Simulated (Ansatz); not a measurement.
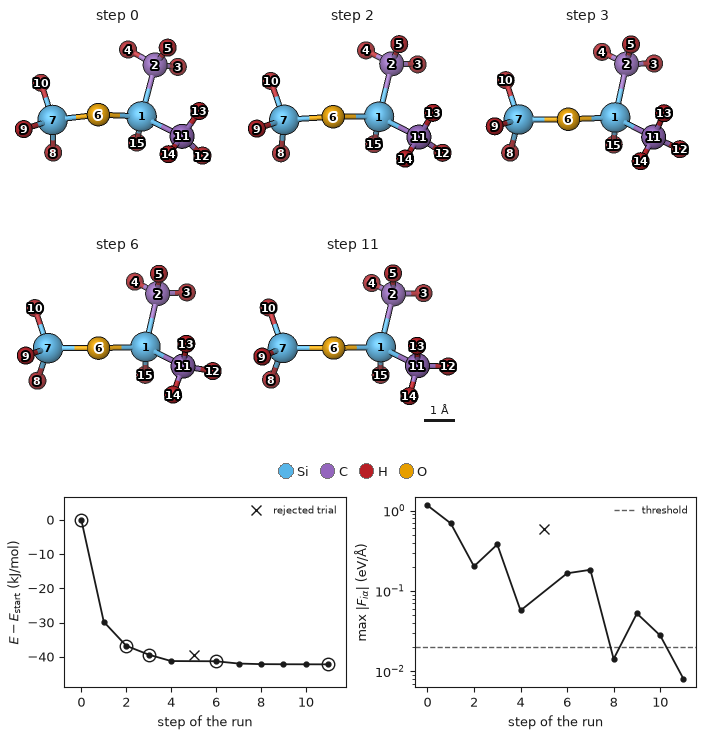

Frames of a relaxation of C2H10OSi2, marked on the history of the run. A ball-and-stick model, seen at a tilt.

The run prepares the start of a later molecular dynamics calculation, from a guessed geometry.

The calculation used Ansatz, RKS PBE-D4/6-31G.

The input:
```yaml
crystal:
  periodic: [false, false, false]
  atoms:
    - { symbol: Si, position_ang: [0.0, 0.0, 0.0] }
    - { symbol: C, position_ang: [0.0, 0.0, 1.87] }
    - { symbol: H, position_ang: [-0.9996, -0.3092, 2.2405] }
    - { symbol: H, position_ang: [0.7676, -0.7111, 2.2405] }
    - { symbol: H, position_ang: [0.232, 1.0203, 2.2405] }
    - { symbol: O, position_ang: [1.5842, 0.0, -0.5594] }
    - { symbol: Si, position_ang: [2.4906, -1.3762, -0.8866] }
    - { symbol: H, position_ang: [1.6598, -2.3521, -1.5857] }
    - { symbol: H, position_ang: [3.6318, -1.0202, -1.7249] }
    - { symbol: H, position_ang: [2.9691, -1.9538, 0.366] }
    - { symbol: C, position_ang: [-0.8808, 1.5259, -0.6227] }
    - { symbol: H, position_ang: [-1.9334, 1.2723, -0.8671] }
    - { symbol: H, position_ang: [-0.8624, 2.3106, 0.1622] }
    - { symbol: H, position_ang: [-0.3704, 1.9025, -1.5336] }
    - { symbol: H, position_ang: [-0.6877, -1.1914, -0.4862] }
basis:
  gaussian: { orbitals: "6-31G" }
hamiltonian:
  xc: pbe
  dispersion: d4
relax:
  f_tol: 0.02
  max_steps: 40
```

Run as
```bash
ansatz run input.yaml --threads 1 --pin off --max-ram 2048MiB --backend cpu --events-out ev --progress --plain --runs-dir out
```

> What happens along the run?

After 10 accepted moves (11 points after the start) the energy has fallen by 42.2 kJ/mol. Largest force component: 1.2 eV/Å at the start, 0.0081 eV/Å at the end. The line search rejected the trial step at point 5 of the run. The forces were under the threshold at step 8, but the run went on from there. The atom that moves furthest after the best rigid fit is H13 (0.79 Å). By element the largest moves are H 0.79 Å, O 0.33 Å, Si 0.21 Å, C 0.18 Å. Near-neighbour distances that change, for instance: Si1–Si7 2.980 → 3.298 Å, Si1–H15 1.459 → 1.527 Å, Si7–H10 1.460 → 1.521 Å, Si7–H9 1.460 → 1.512 Å. Bond angles that change, for instance: Si1–O6–Si7 125.0° → 146.5°, O6–Si1–C11 109.5° → 107.3°. Groups turn about Si1–C11 by about 35°. The run took 49 s on 1 thread of Arm Neoverse V2, with other jobs on the host, peak memory 0.15 GiB. From step 0 to 2: H8 moves most (0.24 Å), energy −36.8 kJ/mol. From step 2 to 3: H8 moves most (0.20 Å), energy −2.58 kJ/mol. From step 3 to 6: H13 moves most (0.29 Å), energy −1.94 kJ/mol. From step 6 to 11: H13 moves most (0.18 Å), energy −0.90 kJ/mol.

```
step  E − E(0), kJ/mol  largest force component, eV/Å      note
   0              0.00                         1.1604          
   1            -29.79                         0.6946          
   2            -36.80                         0.2025          
   3            -39.38                         0.3791          
   4            -41.26                         0.0571          
   5            -39.54                         0.5948  rejected
   6            -41.32                         0.1659          
   7            -41.98                         0.1834          
   8            -42.16                         0.0143          
   9            -42.19                         0.0525          
  10            -42.20                         0.0280          
  11            -42.22                         0.0081
```

Limits of the set-up: the basis has no polarisation functions, which atoms past neon need.
